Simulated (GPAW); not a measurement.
# Mo2C(OH)2 MXene monolayer: work function by functional and basis, part 2 of 2

How far do functional and basis move the work function of Mo2C(OH)2 MXene monolayer?

GPAW 26.7.0; GPAW, PAW setups; layer in a repeated cell with vacuum, relaxation of atoms and in-plane cell (the session's first sound run).

So far, upper work function (eV): step 3 (plane waves, PBE) 1.90; step 4 (RPBE) 1.80.

### Step 5. Self-consistent run: xc = "vdW-DF2"

Level of this step: GPAW, PAW setups; slab in vacuum (GPAW).

The same geometry under vdW-DF2, to see how far the functional moves the levels against the vacuum (the van der Waals functionals take revPBE setups).

Input file run.py:

```python
import json
import numpy as np
from ase import Atoms
from gpaw import GPAW, PW

slab = Atoms(
    ['H', 'O', 'Mo', 'C', 'Mo', 'O', 'H'],
    positions=[
        [-0.00000, 1.87816, 7.00000],
        [0.00000, 1.87816, 7.97514],
        [1.62653, 0.93908, 9.29078],
        [-0.00000, 0.00000, 10.24979],
        [-0.00000, 1.87816, 11.20881],
        [1.62653, 0.93908, 12.52445],
        [1.62653, 0.93908, 13.49959]],
    cell=[[3.25307, 0.0, 0.0], [-1.62653, 2.81724, 0.0], [0.0, 0.0, 20.4996]],
    pbc=[True, True, False])

slab.calc = GPAW(mode=PW(500), xc='vdW-DF2', kpts={'size': (12, 12, 1), 'gamma': True},
                 occupations={'name': 'fermi-dirac', 'width': 0.05}, nbands='160%',
                 convergence={'density': 1e-05}, maxiter=200,
                 poissonsolver={'dipolelayer': 'xy'},
                 symmetry={'tolerance': 1e-3}, txt='slab.txt')
result = {}
energy = slab.get_potential_energy()
fermi = slab.calc.get_fermi_level()
v = slab.calc.get_electrostatic_potential().mean((0, 1)) - fermi
n = slab.calc.get_pseudo_density().mean((0, 1))
L = slab.cell[2, 2]
z = np.arange(len(v)) * L / len(v)
low, high = slab.positions[:, 2].min(), slab.positions[:, 2].max()
below, above = np.interp([low - 4.8, high + 4.8], z, v)
slopes = [np.interp(x, z, np.gradient(v, z)) for x in (low - 4.8, high + 4.8)]
eps = np.array([[slab.calc.get_eigenvalues(k, s) for k in range(len(slab.calc.get_ibz_k_points()))]
                for s in range(slab.calc.get_number_of_spins())]) - fermi
top, bottom = eps[eps < 0].max(), eps[eps > 0].min()
dipole = slab.get_dipole_moment()[2]
print(f'energy {energy:.4f} eV, Fermi level {fermi:.4f} eV, dipole {dipole:.5f} e A')
print(f'potential 4.8 A off the faces, from the Fermi level: lower {below:.4f} eV, upper {above:.4f} eV')
print(f'slope of the potential there: lower {slopes[0]:.5f}, upper {slopes[1]:.5f} eV/A')
print(f'nearest levels on the mesh: {top:.4f} and {bottom:.4f} eV')
print('magnetic moment', round(slab.get_magnetic_moment(), 3))
result.update(energy=energy, fermi=fermi, dipole=dipole, below=below, above=above, slopes=slopes, edges=[top, bottom],
              z=z.tolist(), v=v.tolist(), n=n.tolist(), positions=slab.positions.tolist(),
              forces=slab.get_forces(apply_constraint=False).tolist(), moments=slab.get_magnetic_moments().tolist())
json.dump(result, open('result.json', 'w'))
```

On the command line:

```
> OMP_NUM_THREADS=1 OPENBLAS_NUM_THREADS=1 python run.py
```

What it wrote:

```text
energy -245.5383 eV, Fermi level 1.5920 eV, dipole -0.00014 e A
potential 4.8 A off the faces, from the Fermi level: lower 2.8394 eV, upper 2.8430 eV
slope of the potential there: lower -0.01544, upper 0.01545 eV/A
nearest levels on the mesh: -0.0161 and 0.0111 eV
magnetic moment 0.0
```

It took 5.3 min on 1 thread of Intel Xeon 6975P-C (Granite Rapids), shared host; peak memory 0.46 GiB.

This step gave:

```
dipole along the normal                    : -1.37e-4 e·Å
levels nearest the Fermi level on the mesh : -0.01611, 0.01110 eV from the Fermi level
upper work function                        : 2.843 eV
lower work function                        : 2.839 eV
```

The upper face's work function is 2.843 eV, against 1.902 eV in the first plane-wave PBE run at this geometry.

### Step 6. OptPBE vdW: xc = "optPBE-vdW"

The same geometry under optPBE-vdW, to see how far the functional moves the levels against the vacuum (the van der Waals functionals take revPBE setups).

run.py: that of step 5 with these lines changed.

```diff
@@ -18,3 +18,3 @@
 
-slab.calc = GPAW(mode=PW(500), xc='vdW-DF2', kpts={'size': (12, 12, 1), 'gamma': True},
+slab.calc = GPAW(mode=PW(500), xc='optPBE-vdW', kpts={'size': (12, 12, 1), 'gamma': True},
                  occupations={'name': 'fermi-dirac', 'width': 0.05}, nbands='160%',
```

What it wrote:

```text
energy -85.7352 eV, Fermi level 1.9086 eV, dipole -0.00014 e A
potential 4.8 A off the faces, from the Fermi level: lower 2.3297 eV, upper 2.3333 eV
slope of the potential there: lower -0.01026, upper 0.01026 eV/A
nearest levels on the mesh: -0.0101 and 0.0102 eV
magnetic moment 0.0
```

The job ended after 67 s (1 thread; peak memory 0.45 GiB).

This step gave:

- levels nearest the Fermi level on the mesh: -0.01012, 0.01021 eV from the Fermi level
- upper work function: 2.333 eV
- lower work function: 2.330 eV

The upper face's work function is 2.333 eV, against 1.902 eV in the first plane-wave PBE run at this geometry.

### Step 7. Self-consistent run: xc = "LDA"

The same geometry under LDA, to see how far the functional moves the levels against the vacuum.

run.py: that of step 6 with these lines changed.

```diff
@@ -18,3 +18,3 @@
 
-slab.calc = GPAW(mode=PW(500), xc='optPBE-vdW', kpts={'size': (12, 12, 1), 'gamma': True},
+slab.calc = GPAW(mode=PW(500), xc='LDA', kpts={'size': (12, 12, 1), 'gamma': True},
                  occupations={'name': 'fermi-dirac', 'width': 0.05}, nbands='160%',
```

What it wrote:

```text
energy -57.7576 eV, Fermi level 1.9360 eV, dipole -0.00014 e A
potential 4.8 A off the faces, from the Fermi level: lower 2.1673 eV, upper 2.1709 eV
slope of the potential there: lower -0.00501, upper 0.00501 eV/A
nearest levels on the mesh: -0.0028 and 0.0286 eV
magnetic moment 0.0
```

The job ended after 47 s (1 thread; peak memory 0.27 GiB).

Numbers from this step:

```yaml
dipole_along_the_normal: -1.38e-4 e·Å
levels_nearest_the_fermi_level_on_the_mesh: -0.002847, 0.02862 eV from the Fermi level
upper_work_function: 2.171 eV
lower_work_function: 2.167 eV
```

The upper face's work function is 2.171 eV, against 1.902 eV in the first plane-wave PBE run at this geometry.

### Step 8. Self-consistent run: xc = "revPBE"

The same geometry under revPBE, to see how far the functional moves the levels against the vacuum.

run.py: that of step 7 with these lines changed.

```diff
@@ -18,3 +18,3 @@
 
-slab.calc = GPAW(mode=PW(500), xc='LDA', kpts={'size': (12, 12, 1), 'gamma': True},
+slab.calc = GPAW(mode=PW(500), xc='revPBE', kpts={'size': (12, 12, 1), 'gamma': True},
                  occupations={'name': 'fermi-dirac', 'width': 0.05}, nbands='160%',
```

What it wrote:

```text
energy -50.2486 eV, Fermi level 2.3701 eV, dipole -0.00014 e A
potential 4.8 A off the faces, from the Fermi level: lower 1.7372 eV, upper 1.7408 eV
slope of the potential there: lower -0.01190, upper 0.01190 eV/A
nearest levels on the mesh: -0.0005 and 0.0037 eV
magnetic moment 0.0
```

Elapsed: 54 s, on 1 thread; peak memory 0.27 GiB.

Numbers from this step:

```
levels nearest the Fermi level on the mesh : -5.22e-4, 0.003721 eV from the Fermi level
upper work function                        : 1.741 eV
lower work function                        : 1.737 eV
```

The upper face's work function is 1.741 eV, against 1.902 eV in the first plane-wave PBE run at this geometry.

### Step 9. Real-space grid: mode = "fd"

A real-space grid is a second complete basis, so it checks the plane-wave result.

run.py: that of step 8 with these lines changed.

```diff
@@ -3,3 +3,3 @@
 from ase import Atoms
-from gpaw import GPAW, PW
+from gpaw import GPAW
 
@@ -18,3 +18,3 @@
 
-slab.calc = GPAW(mode=PW(500), xc='revPBE', kpts={'size': (12, 12, 1), 'gamma': True},
+slab.calc = GPAW(mode='fd', h=0.18, xc='PBE', kpts={'size': (12, 12, 1), 'gamma': True},
                  occupations={'name': 'fermi-dirac', 'width': 0.05}, nbands='160%',
```

What it wrote:

```text
energy -53.5959 eV, Fermi level -1.8340 eV, dipole -0.00015 e A
potential 4.8 A off the faces, from the Fermi level: lower 1.8297 eV, upper 1.8333 eV
slope of the potential there: lower -0.00526, upper 0.00526 eV/A
nearest levels on the mesh: -0.0023 and 0.0113 eV
magnetic moment 0.0
```

The job ended after 2.5 min (1 thread; peak memory 0.64 GiB).

This step gave:

```yaml
dipole_along_the_normal: -1.51e-4 e·Å
levels_nearest_the_fermi_level_on_the_mesh: -0.002346, 0.01128 eV from the Fermi level
upper_work_function: 1.833 eV
lower_work_function: 1.830 eV
```

The electrostatic potential energy of an electron (without an applied field's), less the Fermi level, planar mean oscillates, so the rows of the table below give means over windows of 1.56 Å about each position, cut where the curve ends. Its maxima inside the range that stand out by 2 % of the span (Å: eV): 7.3: -0.0113, 8.4: -5.59, 10.0: -13.5, 10.5: -13.5, 12.1: -5.59, 13.2: -0.00798. Its minima: 7.0: -0.961, 8.0: -9.38, 9.3: -22.5, 10.2: -15.2, 11.2: -22.5, 12.5: -9.38, 13.5: -0.958.

The electrostatic potential energy of an electron (without an applied field's), less the Fermi level, planar mean by z; means over each step:

```tsv
z (Å)	electrostatic potential energy of an electron (without an applied field's), less the Fermi level, planar mean (eV)
0.78	1.83
2.34	1.83
3.90	1.78
5.46	1.48
7.02	-0.731
8.58	-11.7
10.14	-15.8
11.70	-13.4
13.26	-2.03
14.82	1.36
16.38	1.77
17.94	1.83
19.50	1.84
```

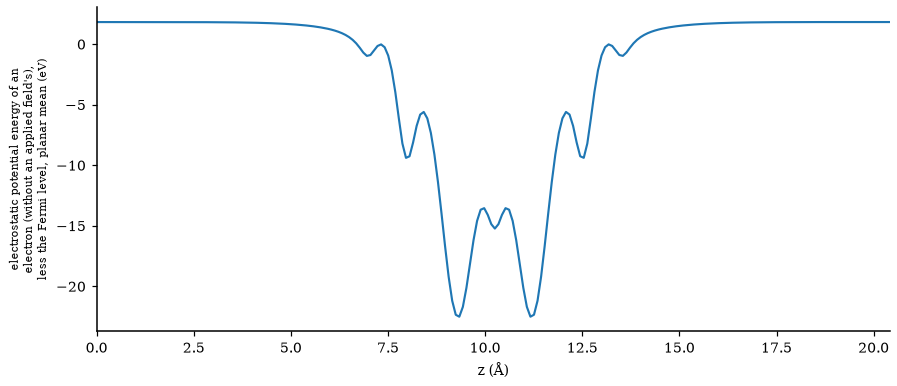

Electrostatic potential energy of an electron (without an applied field's), less the Fermi level, planar mean, plotted against z.

The upper face's work function is 1.833 eV, against 1.902 eV in the first plane-wave PBE run at this geometry.

### Step 10. Atomic orbitals: mode = "lcao"

Atom-centred orbitals end a few angstrom from the surface, which tests how much the density's tail matters.

run.py: that of step 9 with these lines changed.

```diff
@@ -18,4 +18,4 @@
 
-slab.calc = GPAW(mode='fd', h=0.18, xc='PBE', kpts={'size': (12, 12, 1), 'gamma': True},
-                 occupations={'name': 'fermi-dirac', 'width': 0.05}, nbands='160%',
+slab.calc = GPAW(mode='lcao', basis='dzp', h=0.18, xc='PBE', kpts={'size': (12, 12, 1), 'gamma': True},
+                 occupations={'name': 'fermi-dirac', 'width': 0.05}, nbands='120%',
                  convergence={'density': 1e-05}, maxiter=200,
```

What it wrote:

```text
energy -50.0074 eV, Fermi level -1.1656 eV, dipole -0.00015 e A
potential 4.8 A off the faces, from the Fermi level: lower 1.1638 eV, upper 1.1674 eV
slope of the potential there: lower 0.00000, upper 0.00000 eV/A
nearest levels on the mesh: -0.0214 and 0.0136 eV
magnetic moment 0.0
```

Run time: 4.7 min. Hardware: 1 thread; peak memory 0.33 GiB.

Numbers from this step:

```
dipole along the normal                    : -1.52e-4 e·Å
levels nearest the Fermi level on the mesh : -0.02141, 0.01364 eV from the Fermi level
upper work function                        : 1.167 eV
lower work function                        : 1.164 eV
```

The upper face's work function is 1.167 eV, against 1.902 eV in the first plane-wave PBE run at this geometry.

### Step 11. The ladder

Times are for 1 thread of Intel Xeon 6975P-C (Granite Rapids), shared host. Results by setting:

```tsv
no.	run	upper work function (eV)	lower work function (eV)	time	memory (GiB)
1	pw	1.902	1.899	55 s	0.27
2	RPBE	1.795	1.792	56 s	0.27
3	vdW DF2	2.843	2.839	5.3 min	0.46
4	optPBE vdW	2.333	2.330	67 s	0.45
5	LDA	2.171	2.167	47 s	0.27
6	revPBE	1.741	1.737	54 s	0.27
7	fd	1.833	1.830	2.5 min	0.64
8	lcao	1.167	1.164	4.7 min	0.33
```

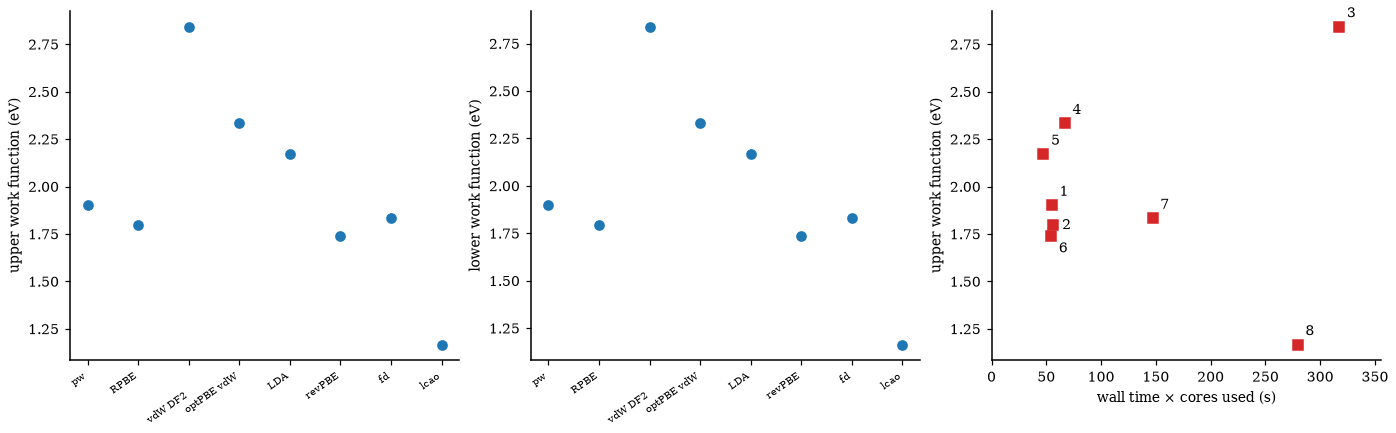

The series as plots; the last panel sets the first result against cost, with the runs numbered as in the table.

### Step 12. Side by side

Results and costs are gathered.

This step: comparison of work functions, dipole and cost (GPAW 26.7.0).

Ladder, by row:

```tsv
step	code	work function, upper (eV)	work function, lower (eV)	dipole (e Å)	wall time (s)	peak memory (GiB)	threads
pw	GPAW	1.902	1.899	-1.38e-4	55.11	0.27	1
RPBE	GPAW	1.795	1.792	-1.38e-4	56.08	0.27	1
vdW-DF2	GPAW	2.843	2.839	-1.37e-4	317.4	0.46	1
optPBE-vdW	GPAW	2.333	2.33	-1.37e-4	66.89	0.45	1
LDA	GPAW	2.171	2.167	-1.38e-4	47.37	0.27	1
revPBE	GPAW	1.741	1.737	-1.38e-4	54.43	0.27	1
fd	GPAW	1.833	1.83	-1.51e-4	147.1	0.64	1
lcao	GPAW	1.167	1.164	-1.52e-4	279.5	0.33	1
```

### Step 13. A changed run

One more run, with changed settings.

This step: GPAW, PAW setups; slab in vacuum (GPAW 26.7.0).

run.py: that of step 10 with these lines changed.

```diff
@@ -3,3 +3,3 @@
 from ase import Atoms
-from gpaw import GPAW
+from gpaw import GPAW, PW
 
@@ -18,5 +18,5 @@
 
-slab.calc = GPAW(mode='lcao', basis='dzp', h=0.18, xc='PBE', kpts={'size': (12, 12, 1), 'gamma': True},
-                 occupations={'name': 'fermi-dirac', 'width': 0.05}, nbands='120%',
-                 convergence={'density': 1e-05}, maxiter=200,
+slab.calc = GPAW(mode=PW(500), xc='pbe96', kpts={'size': (12, 12, 1), 'gamma': True},
+                 occupations={'name': 'fermi-dirac', 'width': 0.05}, nbands='160%',
+                 convergence={'density': 1e-05}, maxiter=50,
                  poissonsolver={'dipolelayer': 'xy'},
```

What it wrote:

```text
NameError: Unknown functional: pbe96.
```

Run time: 0.49 s. Hardware: 1 thread; peak memory 0.1 GiB.

The input was rejected at the start.

The program's message: “NameError: Unknown functional: pbe96.”

The change that led to it: xc = "pbe96".

### Step 14. What came out

| Item | Value |
| --- | --- |
| work function, both faces | 1.90 eV |
| dipole along the normal | -1.4e-4 e Å |

**Reading.** With plane waves and PBE the work function is 1.90 eV on the upper face and 1.90 eV on the lower. Over the sound runs of the table the upper face's work function spans 1.167 (lcao) to 2.843 eV (vdW-DF2). Atomic orbitals miss the plane-wave value by -0.73 eV, since they describe the tail of the density in the vacuum poorly. The starting lattice was a guess from atomic radii; the relaxation moved it by 8 %. The layer's cell and atoms come from the relaxation; spin-orbit coupling and temperature are left out.

[Logs are printed without paths, hosts, clocks, repeated set-up lines and the standing remarks that a program may print on its own settings, such as how far it seeks lower states.]

[Hosts, paths, dates, database ids (printed as entryN), source tags and the programs' standing remarks are cut or masked in the printed files.]
